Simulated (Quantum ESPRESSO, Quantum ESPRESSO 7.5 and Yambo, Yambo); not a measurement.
## Beyond one shot: CdTe (F-43m)

How far does self-consistency move the gap of CdTe (F-43m)?

Main program and level: Quantum ESPRESSO 7.5 and Yambo 5.3.0; PBE and many-body steps on it, plane waves.

The database entry behind the starting cell differs from later determinations by our own check (an axis about 1.1 % short against later determinations), so it need not match the best structure at ambient conditions.

## Step 1: Starting point

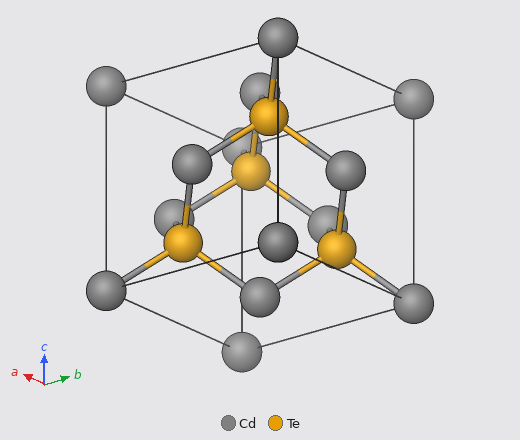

The cell as given, from a free direction (cadmium grey, tellurium orange). This picture shows the conventional cell, with its axes. Bonds to atoms that aren't drawn are left out. Some periodic images of atoms are drawn too.

The cell and positions come from the Crystallography Open Database and are kept as given unless a step says otherwise. Spin-orbit coupling is left out unless a step names it.

## Step 2: Empty states on the mesh, 4×4×4 mesh, 119 bands

This step: Quantum ESPRESSO 7.5; DFT, PBE, plane waves, norm-conserving pseudopotentials.

The sums over transitions need many empty states on a uniform mesh; this step solves for them.

pw.in

```
&control
  calculation = 'nscf'
  prefix = 'x'
  outdir = 'o'
  pseudo_dir = 'pseudo'
/
&system
  ibrav = 0
  nat = 2
  ntyp = 2
  ecutwfc = 94.0
  nbnd = 119
  force_symmorphic = .true.
/
&electrons
  conv_thr = 1e-9
  electron_maxstep = 80
  diago_full_acc = .true.
  diago_thr_init = 5e-6
/
ATOMIC_SPECIES
  Cd 112.41 Cd.upf
  Te 127.6 Te.upf
CELL_PARAMETERS angstrom
  -0.0000000000 3.2050000000 3.2050000000
  3.2050000000 -0.0000000000 3.2050000000
  3.2050000000 3.2050000000 -0.0000000000
ATOMIC_POSITIONS crystal
  Cd 0.0000000000 0.0000000000 0.0000000000
  Te 0.2500000000 0.2500000000 0.2500000000
K_POINTS automatic
  4 4 4 0 0 0
```

The run is started by

```sh
OMP_NUM_THREADS=1 mpirun -n 4 pw.x -nk 4 -in pw.in > pw.out
```

Log:

```text
Program PWSCF v.7.5 starts

     This program is part of the open-source Quantum ESPRESSO suite
     for quantum simulation of materials; please cite
         "P. Giannozzi et al., J. Phys.:Condens. Matter 21 395502 (2009);
         "P. Giannozzi et al., J. Phys.:Condens. Matter 29 465901 (2017);
         "P. Giannozzi et al., J. Chem. Phys. 152 154105 (2020);
     in publications or presentations arising from this work. More details at

     Atomic positions and unit cell read from directory:
     o/x.save/

     Message from routine setup:
[...]
51.3289  52.1754  52.1754  52.7019  54.1226  54.1226  55.0769  55.3052
     [... 3 further rows ...]
    70.3904  71.1328  71.1328  71.3405  71.3405  71.4435  72.9715  72.9715
    73.5472  73.7844  74.4724  74.4724  75.5288  76.0273  76.8356

          k = 0.3536 0.0000 0.0000 (  6843 PWs)   bands (ev):

     [... further k-points ...]

     highest occupied, lowest unoccupied level (ev):     8.7674    9.6374

     XML data file, pseudopotentials, collected wavefunctions

=------------------------------------------------------------------------------=
   JOB DONE.
=------------------------------------------------------------------------------=
```

Elapsed: 22 s, on 4 MPI ranks of Arm Neoverse V1, shared host; peak memory 0.51 GiB; 88 s of CPU time.

Numbers from this step:

* gap: 0.8701 eV
* k of the valence top: 0, 0, 0
* k of the conduction bottom: 0, 0, 0
* least direct gap: 0.8701 eV
* k points computed: 8
* lowest point of the top converged band, above the valence top: 65.7657 eV

On this mesh the gap is 0.870 eV.

The density comes from a self-consistent run that is not shown.

## Step 3: Conversion and set-up

This step: Yambo 5.3.0; conversion and set-up on PBE, plane waves, norm-conserving pseudopotentials.

The states are converted to the many-body program's format and the q mesh is built.

The run is started by

```sh
(cd o/x.save; p2y > p2y.log; mv SAVE ../..); yambo > setup.log
```

Log:

```text
 Yambo, version 5.3.0

 [02] CORE Variables Setup
 =========================

  [02.01] Unit cells
  ==================

  Cell kind             :  FCC
  Atoms in the cell     :  Cd  Te
  number of Cd atoms    :  1
  number of Te atoms    :  1

  List of atomic masses
  Mass of Cd    :  112.4100
  Mass of Te    :  127.6000

  List of atomic coordinates    : [cc]
  Cd1       :  0.000000  0.000000  0.000000  order 1
  Te1       :  3.028286  3.028286  3.028286  order 2

  Alat factors          :  6.056572  6.056572  6.056572 [a.u.]
  Direct lattice volume :  444.3352 [a.u.]
[...]
==========================================

 IBZ Q-points                                      :   8
 BZ  Q-points                                      :   64

 K/Q-points units:
 rlu = crystal or reduced units; cc = cartesian coordinates; iku = interal k-units

 Q [1]          [rlu]:  0.000000  0.000000  0.000000
 Q [2]          [rlu]: -0.91950E-18 -0.91950E-18  0.25000
 Q [3]          [rlu]:  0.18390E-17  0.18390E-17 -0.50000
[...]
Q [7]          [rlu]: -0.18782E-16 -0.50000     -0.50000
 Q [8]          [rlu]:  0.250000 -0.500000 -0.250000

  [03.01] X indexes
  =================

   [03.01.01] Sigma indexes
   ========================

 [06] Game Over & Game summary
```

Wall time 3.5 s (1 MPI rank); peak memory 0.26 GiB.

## Step 4: G0W0

G0W0 replaces the xc potential by the self-energy, built once from these orbitals. Only a window of levels is corrected, while the sums run over the empty bands that the input names.

This step: G0W0 on PBE, plane waves, norm-conserving pseudopotentials.

gw1.in

```
HF_and_locXC
gw0
dyson
ppa
em1d
rim_cut
RandQpts= 1000000
RandGvec= 1 RL
EXXRLvcs= 94 Ry
VXCRLvcs= 376 Ry
Chimod= "HARTREE"
% BndsRnXp
 1 | 119 |
%
NGsBlkXp= 11 Ry
% LongDrXp
 1 | 1 | 1 |
%
% GbndRnge
 1 | 119 |
%
DysSolver= "n"
ExtendOut
PPAPntXp= 27.21138 eV
% QPkrange
 1 | 8 | 14 | 26 |
%
```

The run is started by

```sh
OMP_NUM_THREADS=1 mpirun -n 4 yambo -F gw1.in -J gw1 -C gw1 > gw1.log
```

Log:

```text
 Yambo, version 5.3.0

 [02] CORE Variables Setup
 =========================

  [... cell, symmetries and grids as in the set-up ...]

  [02.05] Energies & Occupations
  ==============================

  [X] === General ===
  [X] Electronic Temperature                        :  0.000000  0.000000 [eV K]
  [X] Bosonic    Temperature                        :  0.000000  0.000000 [eV K]
  [X] Finite Temperature mode                       : no
  [X] El. density                                   :  0.66825E+24 [cm-3]
  [X] Fermi Level                                   :  8.767355 [eV]

  [X] === Gaps and Widths ===
  [X] Conduction Band Min                           :  0.870059 [eV]
  [X] Valence Band Max                              :  0.000000 [eV]
  [X] Filled Bands                                  :  22
  [X] Empty Bands                                   :   23  119
  [X] Direct Gap                                    :  0.870059 [eV]
  [X] Direct Gap localized at k                     :  1
  [X] Indirect Gap                                  :  0.870059 [eV]
  [X] Indirect Gap between kpts                     :  1  1
  [X] Last valence band width                       :  2.333765 [eV]
  [X] 1st conduction band width                     :  3.502416 [eV]

 [03] Transferred momenta grid and indexing
 ==========================================

 IBZ Q-points                                      :   8
 BZ  Q-points                                      :   64

 K/Q-points units:
 rlu = crystal or reduced units; cc = cartesian coordinates; iku = interal k-units

 Q [1]          [rlu]:  0.000000  0.000000  0.000000
 Q [2]          [rlu]: -0.91950E-18 -0.91950E-18  0.25000
 Q [3]          [rlu]:  0.18390E-17  0.18390E-17 -0.50000
 Q [4]          [rlu]:  0.93911E-17  0.25000      0.25000
 Q [5]          [rlu]:  0.54592E-16  0.25000      0.50000
 Q [6]          [rlu]:  0.18390E-17  0.25000     -0.25000
 Q [7]          [rlu]: -0.18782E-16 -0.50000     -0.50000
 Q [8]          [rlu]:  0.250000 -0.500000 -0.250000

 [04] Coloumb potential Random Integration (RIM)
 ===============================================

  [04.01] RIM initialization
  ==========================

  * Diagonal components only detected *

  8 x (sBL volume)        :  0.069781 [a.u.]
  sBZ random points       :  1000000
  Points outside the sBZ  :   7999624
  RL volume               :  0.558250 [a.u.]
  Integrated volume       :  0.558276 [a.u.]

  [04.02] RIM integrals
  =====================

  Gamma point sphere radius             :  0.074679 [a.u.]
  Points outside the sphere             :   799635
  [Int_sBZ(q=0) 1/q^2]*(Vol_sBZ)^(-1/3) =:  7.763403
                                 should be <:  7.795600

  Summary of Coulomb integrals for non-metallic bands |Q|[au] RIM/Bare

  Q [1] 0.100000E-4 0.995870 * Q [2] 0.224607 1.063761
  Q [4] 0.259354 1.062979 * Q [6] 0.366782 1.026387
  Q [5] 0.430090 1.018651 * Q [3] 0.449214 1.016906
  Q [7] 0.518708 1.013309 * Q [8] 0.579933 1.010246

 [05] Dipoles
 ============

  [05.01] Setup: observables and procedures
  =========================================

 [06] Dynamic Dielectric Matrix (PPA)
 ====================================

 [WR./gw1//ndb.pp]---------------------------------------------------------------
  Brillouin Zone Q/K grids (IBZ/BZ)                :    8   64    8   64
  RL vectors                                       :   8099 [WF]
  Coulomb cutoff potential                         : none
  Electronic Temperature                           :  0.000000 [K]
  Bosonic    Temperature                           :  0.000000 [K]
  PPA    diel. fun.  energies                      : Perdew, Burke & Ernzerhof(X)+Perdew, Burke & Ernzerhof(C)
  wavefunctions                                    : Perdew, Burke & Ernzerhof(X)+Perdew, Burke & Ernzerhof(C)
  Global Gauge                                     : length
  X matrix size                                    :  307
  X band range                                     :    1  119
  X e/h energy range                               : -1.000000 -1.000000 [eV]
  X Time ordering                                  : R
  X Hxc Kernel                                     : HARTREE
  X Drude frequency                                :  0.000000  0.000000
  X poles                                          :  100.0000 [o/o]
  RL vectors in the sum                            :   8099
  [r,Vnl] included                                 : yes
  Field direction                                  :  0.577350E-5  0.577350E-5  0.577350E-5
  BZ energy Double Grid                            : no
  BZ energy DbGd points                            : 0
  BZ Q point size factor                           : -1.000000
  X Optical Averaged directions                    : none

 [07] Local Exchange-Correlation + Non-Local Fock
 ================================================

 [VXC] Plane waves :   54769
 [EXS] Plane waves :   6879

 QP @ state[ 1 ] K range:   1   8
 QP @ state[ 1 ] b range:  14  26

 [xc] Functional : Perdew, Burke & Ernzerhof(X)+Perdew, Burke & Ernzerhof(C)
 [xc] LIBXC used to calculate xc functional
  PP Number of Atomic Species                      :  2
  NLCC RL compoments                               :   54769
  PP Number of Atomic Species                      :  2
  NLCC RL compoments                               :   54769

 [xc] E_xc :  -35.76984 [Ha]
      E_xc :  -71.53968 [Ry]

  Local XC kind (lXC) : Perdew, Burke & Ernzerhof(X)+Perdew, Burke & Ernzerhof(C)
  Non-Local XC kind (nlXC) : Hartree-Fock

  Corrections @ K [1] :  [eV]
 <14|nlXC|14> = -20.06252 -0.11142E-16 <14|lXC|14> = -13.62755  0.37763E-15
 <15|nlXC|15> = -32.96338  0.57275E-17 <15|lXC|15> = -25.19485 -0.18700E-20
 <16|nlXC|16> = -32.96340 -0.53579E-17 <16|lXC|16> = -25.19485 -0.18879E-15
 <17|nlXC|17> = -32.96346 -0.12308E-16 <17|lXC|17> = -25.19485  0.47207E-16
 <18|nlXC|18> = -33.79168 -0.27547E-16 <18|lXC|18> = -26.01846  0.47204E-16
 <19|nlXC|19> = -33.79168  0.14622E-16 <19|lXC|19> = -26.01846 -0.15578E-32
[...]
Corrections @ K [2] :  [eV]
[...]
Corrections @ K [3] :  [eV]
[...]
Corrections @ K [4] :  [eV]
[...]
Corrections @ K [5] :  [eV]
[...]
[... 2 further k-points ...]
  Corrections @ K [8] :  [eV]
[...]
<24|nlXC|24> = -6.120369 -0.21083E-17 <24|lXC|24> = -9.909732  0.23587E-16
 <25|nlXC|25> = -5.434256  0.47930E-18 <25|lXC|25> = -10.04327 -0.70812E-16
 <26|nlXC|26> = -5.036437  0.16901E-18 <26|lXC|26> = -9.208989 -0.11797E-16

  [07.01] Hartree-Fock occupations report
  =======================================

  [Hartree-Fock] === General ===
  [Hartree-Fock] Electronic Temperature             :  0.000000  0.000000 [eV K]
  [Hartree-Fock] Bosonic    Temperature             :  0.000000  0.000000 [eV K]
  [Hartree-Fock] Finite Temperature mode            : no
  [Hartree-Fock] El. density                        :  0.66825E+24 [cm-3]
  [Hartree-Fock] Fermi Level                        :  8.767355 [eV]

  [Hartree-Fock] === Gaps and Widths ===
  [Hartree-Fock] Conduction Band Min                :  4.749676 [eV]
  [Hartree-Fock] Valence Band Max                   : -1.927985 [eV]
  [Hartree-Fock] Filled Bands                       :  22
  [Hartree-Fock] Empty Bands                        :   23  119
  [Hartree-Fock] Direct Gap                         :  6.677661 [eV]
  [Hartree-Fock] Direct Gap localized at k          :  1
  [Hartree-Fock] Indirect Gap                       :  6.677661 [eV]
  [Hartree-Fock] Indirect Gap between kpts          :  1  1
  [Hartree-Fock] Last valence band width            :  3.001548 [eV]
  [Hartree-Fock] 1st conduction band width          :  4.339878 [eV]

 [08] Dyson equation: Newton solver
 ==================================

  [08.01] G0W0 (W PPA)
  ====================

  [  GW  ] Bands range     :    1  119
  [GW/PPA] G damping       :  0.100000 [eV]

  QP @ state[ 1 ] K range:   1   8
  QP @ state[ 1 ] b range:  14  26

   Sc/G bands                                       :    1  119
   Sc/G damping                                     :  0.100000 ev
   Sc bands terminator                              : no
   Sx RL components                                 :   6879

   QP @ state[ 1 ] K range                          :   1   8
   QP @ state[ 1 ] b range                          :  14  26
   GF energies kind                                 : Perdew, Burke & Ernzerhof(X)+Perdew, Burke & Ernzerhof(C)
   GF WF`s kind                                     : Perdew, Burke & Ernzerhof(X)+Perdew, Burke & Ernzerhof(C)
   Xs energies kind                                 : Perdew, Burke & Ernzerhof(X)+Perdew, Burke & Ernzerhof(C)
   Xs WF`s kind                                     : Perdew, Burke & Ernzerhof(X)+Perdew, Burke & Ernzerhof(C)

 [11] Game Over & Game summary
```

Run time: 19 min. Hardware: 4 MPI ranks; peak memory 2.7 GiB; 76 min of CPU time.

Numbers from this step:

| Item | Value |
| --- | --- |
| G0W0 gap on the mesh | 1.652 eV |
| starting gap on the mesh | 0.8701 eV |
| k of the valence top | 0, 0, 0 |
| k of the conduction bottom | 0, 0, 0 |
| least direct G0W0 gap on the computed points | 1.652 eV |
| Z at the valence top | 0.8022 |
| Z at the conduction bottom | 0.8137 |

The gap on the mesh goes from 0.87 eV to 1.65 eV, a correction of +0.78 eV.

## Step 5: evGW0, cycle 1

This step: evGW0 on PBE, plane waves, norm-conserving pseudopotentials.

gw2.in, as its differences from gw1.in of step 4:

```diff
@@ -27 +27,2 @@
 %
+GfnQPdb= "E < ./gw1/ndb.QP"
```

The run is started by

```sh
OMP_NUM_THREADS=1 mpirun -n 4 yambo -F gw2.in -J gw2,gw1_W -C gw2 > gw2.log
```

Log:

```text
 Yambo, version 5.3.0

 [02] CORE Variables Setup
 =========================

  [... cell, symmetries and grids as in the set-up ...]

  [02.05] Energies & Occupations
  ==============================

  [X] === General ===
  [X] Electronic Temperature                        :  0.000000  0.000000 [eV K]
  [X] Bosonic    Temperature                        :  0.000000  0.000000 [eV K]
  [X] Finite Temperature mode                       : no
  [X] El. density                                   :  0.66825E+24 [cm-3]
  [X] Fermi Level                                   :  8.767355 [eV]

  [X] === Gaps and Widths ===
  [X] Conduction Band Min                           :  0.870059 [eV]
  [X] Valence Band Max                              :  0.000000 [eV]
  [X] Filled Bands                                  :  22
  [X] Empty Bands                                   :   23  119
  [X] Direct Gap                                    :  0.870059 [eV]
  [X] Direct Gap localized at k                     :  1
  [X] Indirect Gap                                  :  0.870059 [eV]
  [X] Indirect Gap between kpts                     :  1  1
  [X] Last valence band width                       :  2.333765 [eV]
  [X] 1st conduction band width                     :  3.502416 [eV]

 [03] Transferred momenta grid and indexing
 ==========================================

 IBZ Q-points                                      :   8
 BZ  Q-points                                      :   64

 K/Q-points units:
 rlu = crystal or reduced units; cc = cartesian coordinates; iku = interal k-units

 Q [1]          [rlu]:  0.000000  0.000000  0.000000
 Q [2]          [rlu]: -0.91950E-18 -0.91950E-18  0.25000
 Q [3]          [rlu]:  0.18390E-17  0.18390E-17 -0.50000
[...]
[G+QP] Indirect Gap                               :  1.651711 [eV]
  [G+QP] Indirect Gap between kpts                  :  1  1
  [G+QP] Last valence band width                    :  2.604393 [eV]
  [G+QP] 1st conduction band width                  :  3.699036 [eV]

  [coarse-grid] Minimum Bare Gap        [ev]:  0.870059
  [coarse-grid] Minimum Gap Correction  [ev]:  0.781652

  Eqp @ K [1]
  -164.3524 -112.6828 -112.6828 -112.6828 -105.8945  -65.6271  -65.6271  -65.6271
  -37.49226 -37.49226 -37.49226 -37.48298 -37.48298 -11.38430  -8.97056  -8.97057
   -8.97058     -8.71899     -8.71896      0.00000    -0.317232E-4 -0.327799E-4   1.65168      5.27026
[...]
Eqp @ K [2]
[...]
Eqp @ K [3]
[...]
Eqp @ K [4]
[...]
Eqp @ K [5]
[...]
[... 2 further k-points ...]
  Eqp @ K [8]
[...]
15.89058  16.03650  17.08013  17.92806  18.17297  19.94535  20.63924  21.18106
   21.65417  22.15430  22.67449  22.83271  23.23504  24.26795  27.59085  27.73761

 [07] Dipoles
 ============

  [07.01] Setup: observables and procedures
  =========================================

 [08] Dynamic Dielectric Matrix (PPA)
 ====================================

   Sc/G bands                                       :    1  119
   Sc/G damping                                     :  0.100000 ev
   Sc bands terminator                              : no
   Sx RL components                                 :   6879

   QP @ state[ 1 ] K range                          :   1   8
   QP @ state[ 1 ] b range                          :  14  26
   GF energies kind                                 : Perdew, Burke & Ernzerhof(X)+Perdew, Burke & Ernzerhof(C)+ E < ./gw1/ndb.QP + @E Fit
   GF WF`s kind                                     : Perdew, Burke & Ernzerhof(X)+Perdew, Burke & Ernzerhof(C)
   Xs energies kind                                 : Perdew, Burke & Ernzerhof(X)+Perdew, Burke & Ernzerhof(C)
   Xs WF`s kind                                     : Perdew, Burke & Ernzerhof(X)+Perdew, Burke & Ernzerhof(C)

 [13] Game Over & Game summary
```

The job ended after 16 min (4 MPI ranks; peak memory 2.8 GiB; 63 min of CPU time).

Numbers from this step:

- quasiparticle gap on the mesh: 1.734 eV
- gap of the density functional on the mesh: 0.8701 eV
- k of the valence top: 0, 0, 0
- k of the conduction bottom: 0, 0, 0
- least direct quasiparticle gap on the computed points: 1.734 eV
- Z at the valence top: 0.8050
- Z at the conduction bottom: 0.8218

Against G0W0 in Yambo (4×4×4 mesh, 119 bands, screening to 149.7 eV, Godby-Needs plasmon pole), the gap moves by +0.082 eV.

The program's own table gives 1.873 eV, which is too large where the input levels are shifted: this version takes Σc at the unshifted level E₀, yet steps from the shifted one. The value above is the Newton step from E₀, E₀ + Z(Σc + Σx − Vxc), rebuilt from the printed columns.

## Step 6: evGW0, cycle 2

The corrected levels of the last cycle go back in.

gw3.in, as its differences from gw2.in of step 5:

```diff
@@ -27,2 +27,2 @@
 %
-GfnQPdb= "E < ./gw1/ndb.QP"
+GfnQPdb= "E < ./gw2_fix/ndb.QP"
```

The run is started by

```sh
OMP_NUM_THREADS=1 mpirun -n 4 yambo -F gw3.in -J gw3,gw1_W -C gw3 > gw3.log
```

Log:

```text
 Yambo, version 5.3.0

 [02] CORE Variables Setup
 =========================

  [... cell, symmetries and grids as in the set-up ...]

  [02.05] Energies & Occupations
  ==============================

  [X] === General ===
  [X] Electronic Temperature                        :  0.000000  0.000000 [eV K]
  [X] Bosonic    Temperature                        :  0.000000  0.000000 [eV K]
  [X] Finite Temperature mode                       : no
  [X] El. density                                   :  0.66825E+24 [cm-3]
[...]
Sx RL components                                 :   6879

   QP @ state[ 1 ] K range                          :   1   8
   QP @ state[ 1 ] b range                          :  14  26
   GF energies kind                                 : Perdew, Burke & Ernzerhof(X)+Perdew, Burke & Ernzerhof(C)+ E < ./gw1/ndb.QP + @E Fit+ E < ./gw2_fix/
   GF WF`s kind                                     : Perdew, Burke & Ernzerhof(X)+Perdew, Burke & Ernzerhof(C)
   Xs energies kind                                 : Perdew, Burke & Ernzerhof(X)+Perdew, Burke & Ernzerhof(C)
   Xs WF`s kind                                     : Perdew, Burke & Ernzerhof(X)+Perdew, Burke & Ernzerhof(C)

 [13] Game Over & Game summary
```

The job ended after 16 min (4 MPI ranks; peak memory 2.6 GiB; 63 min of CPU time).

This step gave:

```yaml
quasiparticle_gap_on_the_mesh: 1.744 eV
gap_of_the_density_functional_on_the_mesh: 0.8701 eV
k_of_the_valence_top: 0, 0, 0
k_of_the_conduction_bottom: 0, 0, 0
least_direct_quasiparticle_gap_on_the_computed_points: 1.744 eV
```

Against the cycle before, the gap moves by +0.010 eV.

The program's own table gives 1.897 eV, which is too large where the input levels are shifted: this version takes Σc at the unshifted level E₀, yet steps from the shifted one. The value above is the Newton step from E₀, E₀ + Z(Σc + Σx − Vxc), rebuilt from the printed columns.

[end of part 1 of 2]

[Paths, hosts, dates, memory and timing lines, banners, echoed tables and standing remarks are left out of the program output.]

[Logs are printed without paths, hosts, clocks, repeated set-up lines and the standing remarks that a program may print on its own settings, such as how far it seeks lower states.]

[Runs of the session that timed out or met a known fault of the program may be left out.]

[Hosts, paths, dates, database ids (printed as entryN), source tags and the programs' standing remarks are cut or masked in the printed files.]
